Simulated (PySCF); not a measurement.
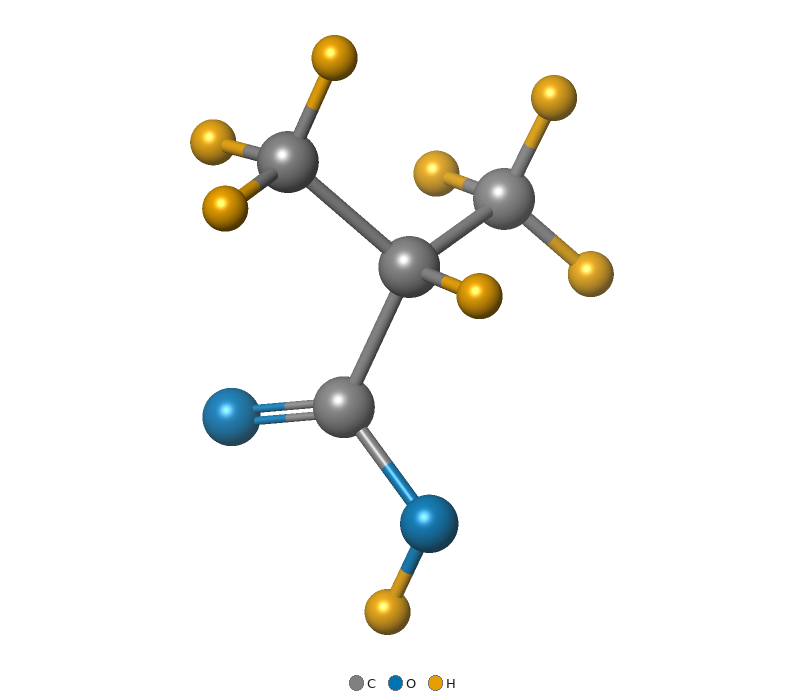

The picture shows a molecular structure as a ball-and-stick model. Double and triple bonds are drawn as two and three sticks.

Computed geometry: GFN2-xTB optimisation. No frequency run is at hand to confirm it as a minimum.

Describe the molecule.

Formula C₄H₈O₂. SMILES: `CC(C)C(=O)O`. It has no ring. Among its groups: carboxylic acid. This geometry has C1 symmetry. Coordination: 3 C tetrahedral; 1 C trigonal planar; 1 O bent.

More results for the same structure follow; atom numbers are the same in all pictures, views and colours differ.

NMR shielding

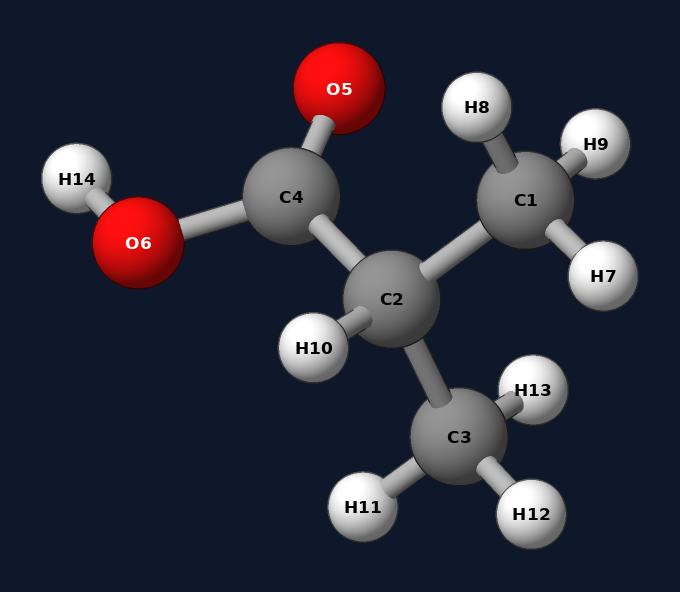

No frequency run is at hand to confirm it as a minimum. Properties computed with GIAO PBE0/pcSseg-1 NMR shielding, non-relativistic, gas phase (PySCF 2.14.0). Principal shieldings σ11 ≤ σ22 ≤ σ33, span Ω = σ33 − σ11, skew κ = 3(σiso − σ22)/Ω.

> Which O atom has the most anisotropic shielding?

O5, with a span of 613 ppm.

Give the shielding tensors of the O atoms.

```json
{"atom": "O5", "σ11": "−317.9", "σ22": "−227.6", "σ33": "295.3", "σiso": "−83.4", "Ω": "613.2", "κ": "0.71"}
{"atom": "O6", "σ11": "−19.4", "σ22": "139.0", "σ33": "255.3", "σiso": "124.9", "Ω": "274.7", "κ": "−0.15"}
```

Shieldings and span in ppm.

Dipole moment

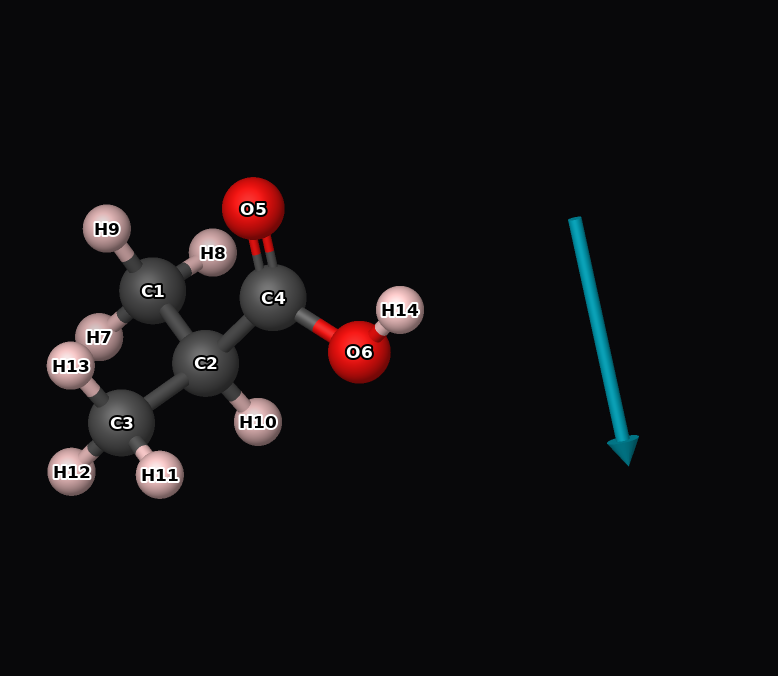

The arrow beside the molecule shows the direction of the dipole moment, from the negative to the positive end (its length means nothing). No frequency run is at hand to confirm it as a minimum. Level of theory: PBE0/pcSseg-1, gas phase (PySCF 2.14.0).

> Estimate the dipole moment.

1.66 D; it points from the side of O5 to the side of H10, H11, H12 (the outermost atoms at the two ends).

Quadrupole coupling

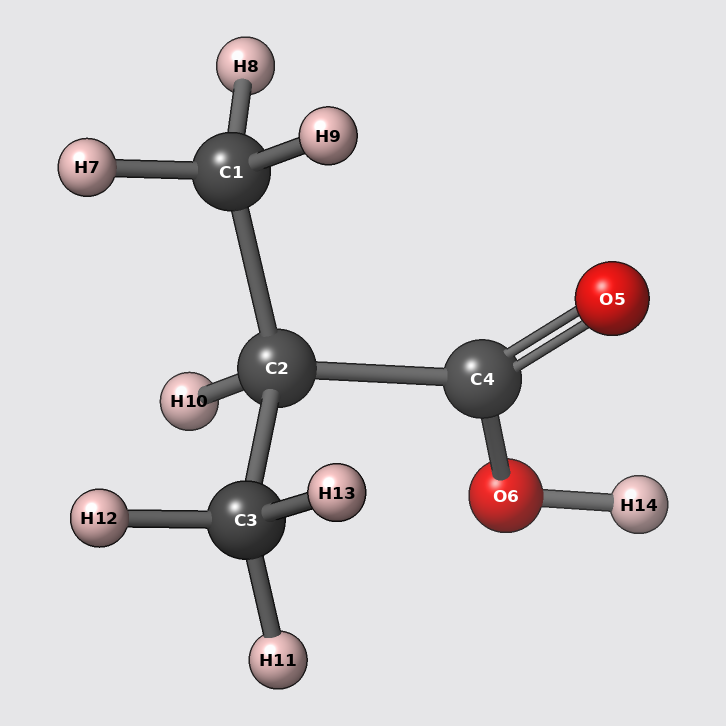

No frequency run is at hand to confirm it as a minimum. Electric field gradients from the ground-state density, PBE0/pcSseg-1 (PySCF 2.14.0), non-relativistic apart from any core potentials.

Give the largest field-gradient component, the quadrupole coupling constant and the asymmetry for 17O at O5 (Q = −25.6 mb), 17O at O6 (Q = −25.6 mb), 2H at H7 (Q = 2.86 mb), 2H at H8 (Q = 2.86 mb), 2H at H9 (Q = 2.86 mb), 2H at H10 (Q = 2.86 mb).

```
atom  V_zz (a.u.)  e²qQ/h (MHz)     η
  O5       −1.570          9.44  0.18
  O6        1.629         −9.80  0.44
  H7        0.317         0.213  0.03
  H8        0.315         0.212  0.03
  H9        0.312         0.210  0.03
 H10        0.295         0.198  0.02
```
